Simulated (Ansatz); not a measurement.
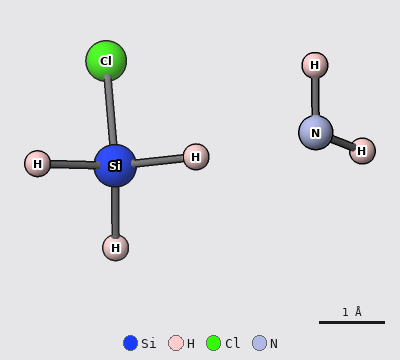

SiNH5Cl (multiplicity 2), before the relaxation. A ball-and-stick model, seen at a tilt.

The run prepares an end point of a later path (reaction) calculation, from a guessed geometry.

The calculation used Ansatz 0.2.0, UKS revPBE-D4/6-31G*.

Input file:
```yaml
crystal:
  periodic: [false, false, false]
  atoms:
    - { symbol: Si, position_ang: [-0.039345, 0.003513, -0.126796] }
    - { symbol: H, position_ang: [-0.192045, 0.011657, 1.340118] }
    - { symbol: Cl, position_ang: [2.000695, -0.044387, -0.581833] }
    - { symbol: H, position_ang: [-0.62483, 1.243865, -0.726803] }
    - { symbol: H, position_ang: [-0.677132, -1.212984, -0.724951] }
    - { symbol: "N", position_ang: [-0.328418, 0.18287, 3.58947] }
    - { symbol: H, position_ang: [-0.11437, -0.811778, 3.826628] }
    - { symbol: H, position_ang: [0.608644, 0.627244, 3.702467] }
magnetization:
  spin_polarized: true
  initial_magnetization: 1
basis:
  gaussian: { orbitals: "6-31G*" }
hamiltonian:
  xc: revpbe
  dispersion: d4
relax:
  f_tol: 0.03
  max_steps: 50
```

Command:
```bash
ansatz run input.yaml --threads 2 --pin off --max-ram 3072MiB --backend cpu --events-out ev --progress --plain --runs-dir out
```

Where does the relaxation end?

Answer. After 37 accepted moves (41 points after the start) the energy has fallen by 21.6 kJ/mol. The largest force component goes from 0.45 to 0.017 eV/Å. The line search rejected the trial steps at points 3, 13, 19, 31 of the run. The forces were under the threshold at step 2, but the run went on from there. The largest move after the best rigid fit is that of H2, 1.61 Å. By element the largest moves are H 1.61 Å, Cl 1.33 Å, N 1.31 Å, Si 0.72 Å. Some distances before and after: Cl3–N6 4.783 → 2.529 Å, Si1–N6 3.732 → 2.012 Å, Si1–Cl3 2.091 → 2.247 Å, Si1–H2 1.475 → 1.505 Å. New bonds form, among them: Si1–N6 (3.73 → 2.01 Å). Among the angles between lasting bonds that change: Cl3–Si1–H4 108.3° → 89.7°, Cl3–Si1–H5 108.1° → 119.2°, H2–Si1–Cl3 108.5° → 119.3°.

Final geometry:

```xyz
8

Si   -0.2578    0.1633    0.5438
H    -1.0181    1.3634    1.0413
Cl    1.9805    0.1216    0.7369
H    -0.1154    0.4881   -0.9327
H    -1.0153   -1.1363    0.4938
N     0.1725   -0.2586    2.4634
H     0.4431   -1.1954    2.7956
H     0.4436    0.4541    3.1561
```

After the run, drawn alike:

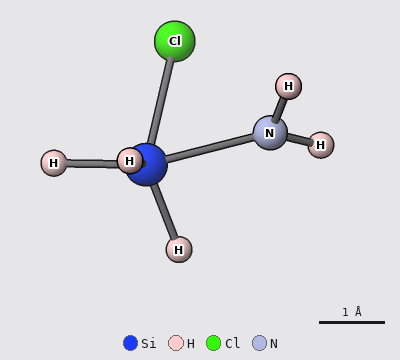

Limits of the set-up: the start holds two separate molecules, 2.3 Å apart at their closest, whose relative position is a soft coordinate.
